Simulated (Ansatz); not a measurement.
# How CaO (Lime, Fm-3m) expands on warming, part 2 of 4

Wanted: α(T), C_P(T) and B(T) of CaO (Lime) in the quasi-harmonic approximation.

What experiment has found for this phase:
- heat capacity C_P per formula unit 42.2 J/mol/K and bulk modulus 113 GPa near room temperature (given in “High-Throughput Prediction of Finite-Temperature Properties using the Quasi-Harmonic Approximation”, 2016, arXiv:1603.06924)

Ansatz 0.2.0; DFT LDA, scalar-relativistic, plane waves, PAW.

So far. Step 2 (Probe on a coarse mesh): The start is under -7.4 GPa at this level and looks like an insulator or semiconductor on this mesh. Step 4 (Relaxing to small residual forces and stress): The residual pressure is -0.0071 GPa, small enough for phonons. The relaxed cell has a = 4.708 Å (conventional setting).

**5. Relaxing at another setting**

The functional, the potentials or the cutoff change, so the crystal is relaxed again at the new setting.

input.yaml

```yaml
crystal:
  lattice:
    - [0.0, 2.3539509319, 2.3539509319]
    - [2.3539509319, 0.0, 2.3539509319]
    - [2.3539509319, 2.3539509319, 0.0]
  atoms:
    - { symbol: Ca, position: [0.0, 0.0, 0.0] }
    - { symbol: O, position: [0.5, 0.5, 0.5] }
kpoints:
  mp_grid: { grid: [8, 8, 8] }
hamiltonian:
  xc: lda
scf:
  occupations: { method: fixed }
output:
  forces: true
  stress: true
  eigenvalues: true
  write_density: true
  write_potential: true
  elf: true
  volumetric_format: npy
basis:
  ecutwfc: 550.0
relax:
  adjacent_minimum: "off"
  f_tol: 0.001
  max_steps: 60
  cell: { stress_tol: 0.01 }
```

Command:

```bash
ansatz run input.yaml --threads 8 --pin off --max-ram 16384MiB --backend cpu --events-out ev --progress --plain --runs-dir out
```

Numbers of over 12 decimals in the logs are rounded to 6 here.

The program printed:

```text
[...]
Crystal: 2 atoms, lattice volume = 26.087 Å³
Basis set: ecut = 550 eV, 749 PW (Γ)
Bands: 12, of which v1, the nominal top of the filled ones, is band 8 counted from 1 (7 counted from 0)
Symmetry: 48 space group operations
[...]
k-points: 29 of 512
[...]
SCF iter   1: F=—  HF=-2331.667340 eV  |F-HF|=—  |Δ(HF+E_count)|=         —  Δρ=1.70e-2  dr2=7.32e-2  ethr=1.77e-3  ⟨swp⟩=4.8  Hψ=2068  notcnv=0  defer=8
[...]
SCF iter   6: F=-2331.648285 eV  HF=-2331.648285 eV  |F-HF|=1.96e-10  |Δ(HF+E_count)|=   3.45e-7  Δρ=7.52e-6  dr2=4.83e-9  ethr=6.25e-10  ⟨swp⟩=9.9  Hψ=2801  notcnv=0
SCF 1 converged in 6 iterations: F = -2331.648285 eV  dr2 = 4.83e-9
[...]
relax step   1: F+E_penalty+E_count = -2331.64828500 eV  Δ(F+E_penalty+E_count) = +0.000e0 eV  max|allowed force component| = 5.621e-30 eV/Å  Δτ_max = 0.0000 Å  P = -0.003 GPa  Ω = 26.087 Å³  (6 SCF iters, dr2 threshold 1.00e-7 eV, accepted)
[...]
SCF iter   5: F=-2331.648285 eV  HF=-2331.648285 eV  |F-HF|=9.09e-13  |Δ(HF+E_count)|=  9.09e-13  Δρ=5.90e-8  dr2=3.61e-13  ethr=1.00e-12  ⟨swp⟩=5.2  Hψ=2106  notcnv=0
SCF 2 converged in 5 iterations: F = -2331.648285 eV  dr2 = 3.61e-13
relax step   2: F+E_penalty+E_count = -2331.64828500 eV  Δ(F+E_penalty+E_count) = -1.103e-9 eV  max|allowed force component| = 8.447e-30 eV/Å  Δτ_max = 0.0000 Å  P = -0.003 GPa  Ω = 26.087 Å³  stress off target by 2.99e-3 GPa  SCF on the basis re-selected at this cell (its energy is not comparable with the rows above)  (5 SCF iters)
[...]
SCF converged after 5 iterations
Free energy (F): -2331.648285 eV
[...]
Internal energy: -2331.648285 eV  (E = F + TS)
E sigma→0 (E₀):  -2331.648285 eV
Fermi energy:    7.996244 eV
[...]
--- Stress (GPa, compression-positive) ---
       -0.002987       0.000000      -0.000000
        0.000000      -0.002987      -0.000000
        0.000000       0.000000      -0.002987
  P = ⅓ Tr σ = -0.0030 GPa (-0.030 kbar)
--- Band table (eV; the first three rows and the last of 29) ---
  k-point 0: bands = [... 4 lower, -7.3308, 7.9962, 7.9962, 7.9962, 13.0843, 14.2650, 14.2650, 14.2650]
  k-point 1: bands = [... 4 lower, -7.0252, 7.4277, 7.7571, 7.7571, 13.7773, 14.2289, 14.5555, 14.5555]
  k-point 2: bands = [... 4 lower, -6.4504, 6.3513, 7.2503, 7.2503, 14.3161, 15.2648, 15.3215, 15.3215]
  k-point 28: bands = [... 4 lower, -6.5519, 6.5887, 6.9278, 6.9278, 14.3832, 14.3832, 16.8161, 17.9654]
--- Relaxed structure (1 steps of the walk, 1 accepted, 1 SCFs on fresh bases) ---
[...]
cell:  # Å, volume = 26.0869 Å³
    - [0.0, 2.3539509319, 2.3539509319]
    - [2.3539509319, 0.0, 2.3539509319]
    - [2.3539509319, 2.3539509319, 0.0]
  atoms:
    - { symbol: Ca, position: [0.0, 0.0, 0.0] }
    - { symbol: O, position: [0.5, 0.5, 0.5] }
```

It took 0.48 s on 8 threads of AMD EPYC 7R43, shared host; peak memory 0.36 GiB.

Little changed from the start: no atom moved by 0.005 Å and no cell edge by 0.1 %.

Numbers from this step:

| Quantity | Value |
| --- | --- |
| pressure | -0.002987 GPa |
| gap on the k-mesh | 3.449 eV |

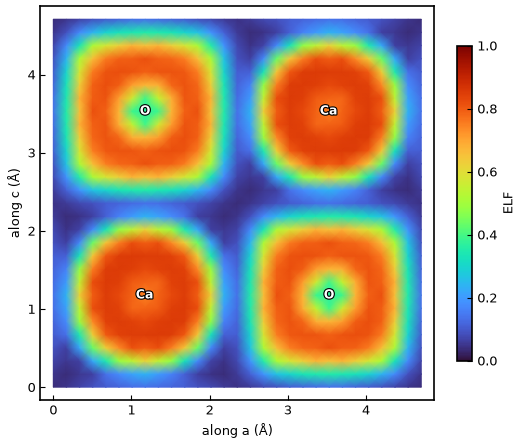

ELF in the ac plane of the conventional cell at fractional y = 0.000, with atoms of Ca and O within 0.2 Å of it. It is the smooth field of the valence electrons, not physical close to the nuclei. The map starts off the cell's origin, so that atoms lie inside it.

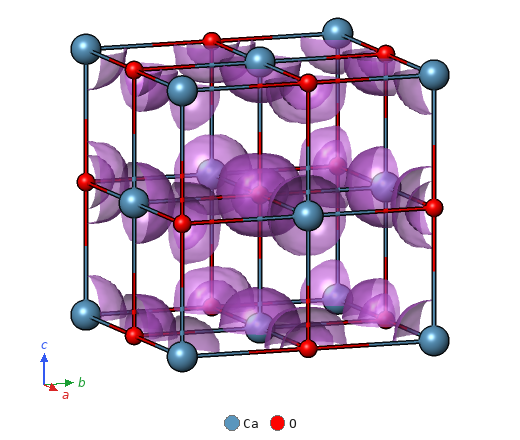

Surface of ELF = 0.78.

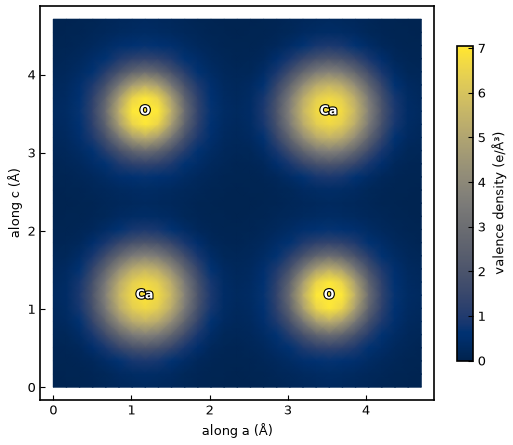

Valence density in the ac plane of the conventional cell at fractional y = 0.000, with atoms of Ca and O within 0.2 Å of it. It is the smooth field of the valence electrons, not physical close to the nuclei. The map starts off the cell's origin, so that atoms lie inside it.

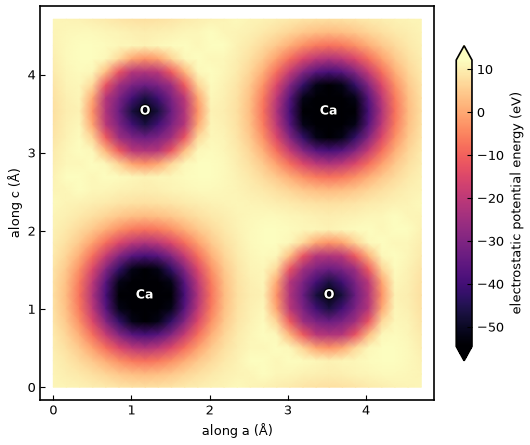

Electrostatic potential energy in the ac plane of the conventional cell at fractional y = 0.000, with atoms of Ca and O within 0.2 Å of it. With pseudopotentials it is smooth inside the atoms' cores, unlike the true potential. The map starts off the cell's origin, so that atoms lie inside it.

The residual pressure is -0.0030 GPa, small enough for phonons.

**6. The quasi-harmonic study, cutoff 550 eV, k-mesh 8×8×8**

The study relaxes the crystal at several strains, solves the phonons on some of them and minimises the free energy at each temperature (static energy, vibrations, the electrons in a metal, and PV under a set pressure); the q-mesh sets how far the force constants reach.

input.yaml, the sections that differ from step 5:

```yaml
output:
  eigenvalues: true
phonons:
  method: dfpt
  qmesh: [4, 4, 4]
  temperatures: { t_max: 1200.0, t_step: 50 }
  thermal_expansion: {}
# crystal, kpoints, hamiltonian, scf, basis: as in step 5
# relax: removed
```

The program printed:

```text
[...]
Crystal: 2 atoms, lattice volume = 26.087 Å³
Basis set: ecut = 550 eV, 749 PW (Γ), exchange–correlation on 54×54×54 points (8 copies of the dense FFT grid, shifted against one another)
Bands: 12, of which v1, the nominal top of the filled ones, is band 8 counted from 1 (7 counted from 0)
Symmetry: 48 space group operations
[...]
k-points: 29 of 512
[...]
SCF iter   1: F=—  HF=-2331.667340 eV  |F-HF|=—  |Δ(HF+E_count)|=         —  Δρ=1.70e-2  dr2=7.32e-2  ethr=1.77e-3  ⟨swp⟩=4.8  Hψ=2068  notcnv=0  defer=8
[...]
SCF iter   8: F=-2331.648285 eV  HF=-2331.648285 eV  |F-HF|=4.55e-13  |Δ(HF+E_count)|=  1.00e-11  Δρ=3.12e-8  dr2=1.20e-13  ethr=1.00e-12  ⟨swp⟩=6.3  Hψ=1916  notcnv=0
SCF 1 converged in 8 iterations: F = -2331.648285 eV  dr2 = 1.20e-13
[...]
relax step   1: F+E_penalty+E_count = -2331.64828522 eV  Δ(F+E_penalty+E_count) = +0.000e0 eV  max|allowed force component| = 7.428e-30 eV/Å  Δτ_max = 0.0000 Å  (8 SCF iters, accepted)
SCF converged after 8 iterations
Free energy (F): -2331.648285 eV
[...]
Internal energy: -2331.648285 eV  (E = F + TS)
E sigma→0 (E₀):  -2331.648285 eV
Fermi energy:    7.996244 eV
[...]
--- Stress (GPa, compression-positive) ---
       -0.002975       0.000000      -0.000000
        0.000000      -0.002975       0.000000
        0.000000      -0.000000      -0.002975
  P = ⅓ Tr σ = -0.0030 GPa (-0.030 kbar)
--- Band table (eV; the first three rows and the last of 29) ---
  k-point 0: bands = [... 4 lower, -7.3308, 7.9962, 7.9962, 7.9962, 13.0843, 14.2650, 14.2650, 14.2650]
  k-point 1: bands = [... 4 lower, -7.0252, 7.4277, 7.7571, 7.7571, 13.7773, 14.2289, 14.5555, 14.5555]
  k-point 2: bands = [... 4 lower, -6.4504, 6.3513, 7.2503, 7.2503, 14.3161, 15.2648, 15.3215, 15.3215]
  k-point 28: bands = [... 4 lower, -6.5519, 6.5887, 6.9278, 6.9278, 14.3832, 14.3832, 16.8161, 17.9654]
── thermal expansion: 3 new cells, 3 in all ──
thermal expansion: relaxation of cell 2
thermal expansion: relaxation of cell 3
── thermal expansion: 2 new cells, 5 in all ──
thermal expansion: relaxation of cell 4
thermal expansion: lower-state search of cell 4
thermal expansion: phonons of cell 4
thermal expansion: relaxation of cell 5
thermal expansion: phonons of cell 5
── thermal expansion: 6 new cells, 11 in all ──
thermal expansion: relaxation of cell 6
thermal expansion: relaxation of cell 7
thermal expansion: relaxation of cell 8
thermal expansion: relaxation of cell 9
thermal expansion: relaxation of cell 10
thermal expansion: relaxation of cell 11
thermal expansion: phonons of cell 6
thermal expansion: phonons of cell 7
thermal expansion: phonons of cell 8
--- Relaxed structure (1 steps of the walk, 1 accepted, 0 SCFs on fresh bases) ---
  F+E_penalty+E_count = -2331.64828522 eV   max|allowed force component| = 7.428e-30 eV/Å
  atoms:
    - { symbol: Ca, position: [0.0, 0.0, 0.0] }
    - { symbol: O, position: [0.5, 0.5, 0.5] }
--- Thermal expansion: 11 cells in 3 rounds, 0 GPa ---
  no lower state was reached at cell 4
  without vibrations: a 3.32896, b 3.32896, c 3.32896 Å, V 26.0862 Å³, B 128.82 GPa
  at 0 K: a 3.33811, b 3.33811, c 3.33811 Å, V 26.3019 Å³, B 125.40 GPa
  zero-point expansion: a +0.275, b +0.275, c +0.275, V +0.827 %
      T/K        a/Å        b/Å        c/Å       V/Å³ | expansion of a, b, c, V (1e-6/K)   | that of V in the mean from 25 °C | C_P, C_V (J/mol K of the cell) | B_T, B_S (GPa)
     0.00    3.33811    3.33811    3.33811    26.3019 |    0.00    0.00    0.00    0.00 |   18.81 |     0.000     0.000 |   125.40   125.40
   150.00    3.33947    3.33947    3.33947    26.3341 |    7.28    7.28    7.28   21.85 |   29.64 |    27.221    27.080 |   123.97   124.62
   298.15    3.34437    3.34437    3.34437    26.4502 |   11.65   11.65   11.65   34.95 |       - |    42.563    41.866 |   120.22   122.22
   400.00    3.34858    3.34858    3.34858    26.5501 |   12.91   12.91   12.91   38.73 |   37.06 |    46.320    45.194 |   117.34   120.26
   550.00    3.35540    3.35540    3.35540    26.7126 |   14.15   14.15   14.15   42.44 |   39.38 |    49.151    47.353 |   112.85   117.14
   700.00    3.36279    3.36279    3.36279    26.8895 |   15.18   15.18   15.18   45.55 |   41.33 |    50.869    48.327 |   108.11   113.80
   850.00    3.37072    3.37072    3.37072    27.0802 |   16.24   16.24   16.24   48.71 |   43.16 |    52.233    48.841 |   103.11   110.27
  1000.00    3.37923    3.37923    3.37923    27.2858 |   17.40   17.40   17.40   52.21 |   45.01 |    53.525    49.144 |    97.82   106.54
  1150.00    3.38839    3.38839    3.38839    27.5085 |   18.75   18.75   18.75   56.26 |   46.97 |    54.898    49.337 |    92.22   102.61
  1200.00    3.39161    3.39161    3.39161    27.5870 |   19.26   19.26   19.26   57.78 |   47.65 |    55.394    49.386 |    90.28   101.26
  the static fit leaves 0.000 meV an atom of the energies and, of the stresses, 0.000 GPa of each cell's largest along a strain (root mean squares over the cells), whose Pulay part it has at -0.005 GPa
  vibrations' free energy: its fit leaves 0.0009 meV an atom at the most
  the electrons' free energy at temperature is not in it: every band gap is over 1.24 eV
  free energies summed between the sampled wave vectors
  estimated error of the fitted expansion in any direction: up to 0.070e-6/K, at 1200 K (an estimate, not a bound: it was exceeded on models of known expansion)
  by sums over the sampled wave vectors an expansion of the volume parts by up to 0.15e-6/K
  by a static energy of one degree less an expansion of the volume parts by up to 0.11e-6/K
  band gaps on the cells' k-points are 3.425 to 3.497 eV
```

Elapsed: 2 min, on 8 threads; peak memory 0.91 GiB; 14 min of CPU time.

Numbers from this step:

* pressure: -0.002975 GPa
* volume expansion coefficient at 298 K: 34.95 1e-6/K
* C_P at 298 K: 21.28 J/mol-atom/K
* entropy at 298 K: 19.78 J/mol-atom/K
* isothermal bulk modulus at 298 K: 120.2 GPa
* Grüneisen parameter at 298 K: 1.599
* volume at 298 K: 13.22 Å³/atom
* principal linear expansion coefficients at 298 K: 11.65, 11.65, 11.65 1e-6/K

Strained cells of the study; zero-point energy where phonons were solved; the pressures are stresses at a fixed cutoff and can carry an offset from the finite basis. Expansion cells, by row:

| cell | \|a\| (Å) | \|b\| (Å) | \|c\| (Å) | V (Å³/atom) | E - E_lowest (meV/atom) | pressure, compression positive (GPa) | gap (eV) | zero-point energy (meV/atom) |
| --- | --- | --- | --- | --- | --- | --- | --- | --- |
| 1 | 3.329 | 3.329 | 3.329 | 13.04 | 0 | -0.008 | 3.449 | - |
| 2 | 3.356 | 3.356 | 3.356 | 13.36 | 2.945 | -2.93 | 3.466 | - |
| 3 | 3.303 | 3.303 | 3.303 | 12.74 | 3.047 | 3.237 | 3.43 | - |
| 4 | 3.329 | 3.329 | 3.329 | 13.05 | 0 | -0.034 | 3.449 | 55.91 |
| 5 | 3.346 | 3.346 | 3.346 | 13.24 | 1.195 | -1.898 | 3.46 | 54.63 |
| 6 | 3.368 | 3.368 | 3.368 | 13.51 | 6.222 | -4.172 | 3.472 | 52.95 |
| 7 | 3.387 | 3.387 | 3.387 | 13.74 | 13.75 | -6.009 | 3.481 | 51.47 |
| 8 | 3.407 | 3.407 | 3.407 | 13.98 | 24.06 | -7.702 | 3.489 | 49.99 |
| 9 | 3.296 | 3.296 | 3.296 | 12.66 | 4.735 | 4.078 | 3.425 | - |
| 10 | 3.313 | 3.313 | 3.313 | 12.85 | 1.151 | 1.955 | 3.438 | - |
| 11 | 3.434 | 3.434 | 3.434 | 14.32 | 42.59 | -9.815 | 3.497 | - |

Quasi-harmonic; a, b, c are the run's own cell vectors. Expansion, by row:

| T (K) | a (Å) | b (Å) | c (Å) | alpha (deg) | beta (deg) | gamma (deg) | cell volume (Å³/cell) | alpha_a (1e-6/K) | alpha_b (1e-6/K) | alpha_c (1e-6/K) | alpha_V (1e-6/K) | C_P (J/mol-atom/K) | C_V (J/mol-atom/K) | S (J/mol-atom/K) | B_T (GPa) | B_S (GPa) | Grueneisen | extrapolation | fit error (1e-6/K) |
| --- | --- | --- | --- | --- | --- | --- | --- | --- | --- | --- | --- | --- | --- | --- | --- | --- | --- | --- | --- |
| 0 | 3.338 | 3.338 | 3.338 | 60 | 60 | 60 | 26.3 | 0 | 0 | 0 | 0 | 0 | 0 | 0 | 125.4 | 125.4 | - | 0 | 0 |
| 50 | 3.338 | 3.338 | 3.338 | 60 | 60 | 60 | 26.3 | 0.66 | 0.66 | 0.66 | 1.99 | 1.407 | 1.407 | 0.403 | 125.4 | 125.4 | 1.406 | 0 | 0 |
| 100 | 3.339 | 3.339 | 3.339 | 60 | 60 | 60 | 26.31 | 4.07 | 4.07 | 4.07 | 12.2 | 7.776 | 7.761 | 3.201 | 124.9 | 125.2 | 1.556 | 0 | 0 |
| 150 | 3.339 | 3.339 | 3.339 | 60 | 60 | 60 | 26.33 | 7.28 | 7.28 | 7.28 | 21.85 | 13.61 | 13.54 | 7.529 | 124 | 124.6 | 1.586 | 0 | 0.01 |
| 200 | 3.341 | 3.341 | 3.341 | 60 | 60 | 60 | 26.37 | 9.39 | 9.39 | 9.39 | 28.16 | 17.4 | 17.24 | 12.01 | 122.8 | 123.9 | 1.592 | 0 | 0.01 |
| 250 | 3.343 | 3.343 | 3.343 | 60 | 60 | 60 | 26.41 | 10.75 | 10.75 | 10.75 | 32.24 | 19.78 | 19.53 | 16.16 | 121.5 | 123.1 | 1.595 | 0 | 0.01 |
| 298.1 | 3.344 | 3.344 | 3.344 | 60 | 60 | 60 | 26.45 | 11.65 | 11.65 | 11.65 | 34.95 | 21.28 | 20.93 | 19.78 | 120.2 | 122.2 | 1.598 | 0 | 0.01 |
| 300 | 3.344 | 3.344 | 3.344 | 60 | 60 | 60 | 26.45 | 11.68 | 11.68 | 11.68 | 35.04 | 21.33 | 20.98 | 19.91 | 120.2 | 122.2 | 1.599 | 0 | 0.01 |
| 350 | 3.346 | 3.346 | 3.346 | 60 | 60 | 60 | 26.5 | 12.37 | 12.37 | 12.37 | 37.1 | 22.39 | 21.94 | 23.29 | 118.8 | 121.2 | 1.603 | 0 | 0.01 |
| 400 | 3.349 | 3.349 | 3.349 | 60 | 60 | 60 | 26.55 | 12.91 | 12.91 | 12.91 | 38.73 | 23.16 | 22.6 | 26.33 | 117.3 | 120.3 | 1.608 | 0 | 0.01 |
| 450 | 3.351 | 3.351 | 3.351 | 60 | 60 | 60 | 26.6 | 13.37 | 13.37 | 13.37 | 40.11 | 23.74 | 23.07 | 29.09 | 115.9 | 119.2 | 1.614 | 0 | 0.01 |
| 500 | 3.353 | 3.353 | 3.353 | 60 | 60 | 60 | 26.66 | 13.77 | 13.77 | 13.77 | 41.32 | 24.2 | 23.41 | 31.62 | 114.4 | 118.2 | 1.62 | 0 | 0.01 |
| 550 | 3.355 | 3.355 | 3.355 | 60 | 60 | 60 | 26.71 | 14.15 | 14.15 | 14.15 | 42.44 | 24.58 | 23.68 | 33.94 | 112.8 | 117.1 | 1.627 | 0 | 0.01 |
| 600 | 3.358 | 3.358 | 3.358 | 60 | 60 | 60 | 26.77 | 14.5 | 14.5 | 14.5 | 43.5 | 24.9 | 23.88 | 36.1 | 111.3 | 116 | 1.634 | 0 | 0.02 |
| 650 | 3.36 | 3.36 | 3.36 | 60 | 60 | 60 | 26.83 | 14.84 | 14.84 | 14.84 | 44.53 | 25.18 | 24.04 | 38.1 | 109.7 | 114.9 | 1.642 | 0 | 0.02 |
| 700 | 3.363 | 3.363 | 3.363 | 60 | 60 | 60 | 26.89 | 15.18 | 15.18 | 15.18 | 45.55 | 25.43 | 24.16 | 39.98 | 108.1 | 113.8 | 1.65 | 0 | 0.03 |
| 750 | 3.365 | 3.365 | 3.365 | 60 | 60 | 60 | 26.95 | 15.53 | 15.53 | 15.53 | 46.58 | 25.67 | 24.27 | 41.74 | 106.5 | 112.6 | 1.659 | 0 | 0.03 |
| 800 | 3.368 | 3.368 | 3.368 | 60 | 60 | 60 | 27.02 | 15.88 | 15.88 | 15.88 | 47.63 | 25.9 | 24.35 | 43.4 | 104.8 | 111.5 | 1.668 | 0 | 0.03 |
| 850 | 3.371 | 3.371 | 3.371 | 60 | 60 | 60 | 27.08 | 16.24 | 16.24 | 16.24 | 48.71 | 26.12 | 24.42 | 44.98 | 103.1 | 110.3 | 1.677 | 0 | 0.04 |
| 900 | 3.373 | 3.373 | 3.373 | 60 | 60 | 60 | 27.15 | 16.61 | 16.61 | 16.61 | 49.83 | 26.33 | 24.48 | 46.48 | 101.4 | 109 | 1.687 | 0 | 0.04 |
| 950 | 3.376 | 3.376 | 3.376 | 60 | 60 | 60 | 27.22 | 17 | 17 | 17 | 50.99 | 26.55 | 24.53 | 47.91 | 99.62 | 107.8 | 1.697 | 0 | 0.04 |
| 1000 | 3.379 | 3.379 | 3.379 | 60 | 60 | 60 | 27.29 | 17.4 | 17.4 | 17.4 | 52.21 | 26.76 | 24.57 | 49.27 | 97.82 | 106.5 | 1.708 | 0 | 0.03 |
| 1050 | 3.382 | 3.382 | 3.382 | 60 | 60 | 60 | 27.36 | 17.83 | 17.83 | 17.83 | 53.48 | 26.98 | 24.61 | 50.59 | 95.99 | 105.3 | 1.719 | 0 | 0.03 |
| 1100 | 3.385 | 3.385 | 3.385 | 60 | 60 | 60 | 27.43 | 18.28 | 18.28 | 18.28 | 54.83 | 27.21 | 24.64 | 51.85 | 94.12 | 104 | 1.73 | 0 | 0.02 |
| 1150 | 3.388 | 3.388 | 3.388 | 60 | 60 | 60 | 27.51 | 18.75 | 18.75 | 18.75 | 56.26 | 27.45 | 24.67 | 53.06 | 92.22 | 102.6 | 1.742 | 0 | 0.04 |
| 1200 | 3.392 | 3.392 | 3.392 | 60 | 60 | 60 | 27.59 | 19.26 | 19.26 | 19.26 | 57.78 | 27.7 | 24.69 | 54.23 | 90.28 | 101.3 | 1.755 | 0 | 0.07 |

Table of expansion coefficient by temperature; values in 1e-6/K:

| temperature (K) | volume | principal 1 |
| --- | --- | --- |
| 0 | 0 | 0 |
| 100 | 12.2 | 4.07 |
| 200 | 28.2 | 9.39 |
| 298 | 35.0 | 11.7 |
| 350 | 37.1 | 12.4 |
| 450 | 40.1 | 13.4 |
| 550 | 42.4 | 14.2 |
| 600 | 43.5 | 14.5 |
| 700 | 45.5 | 15.2 |
| 800 | 47.6 | 15.9 |
| 900 | 49.8 | 16.6 |
| 1000 | 52.2 | 17.4 |
| 1100 | 54.8 | 18.3 |
| 1200 | 57.8 | 19.3 |

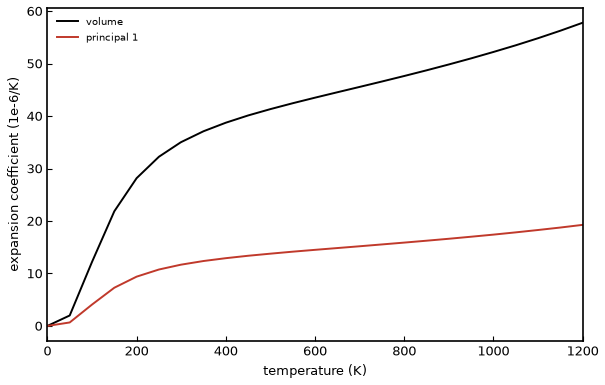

Expansion coefficient, plotted against temperature.

At 298 K the volume expansion is 34.9 × 10⁻⁶/K and B_T is 120 GPa.

(Continued in part 3 of 4.)

[Logs are printed without paths, hosts, clocks, repeated set-up lines and the standing remarks that a program may print on its own settings, such as how far it seeks lower states.]

[Hosts, paths, dates, database ids (printed as entryN), source tags and the programs' standing remarks are cut or masked in the printed files.]

[A step with changed settings may run another functional than the one named; its input shows which.]
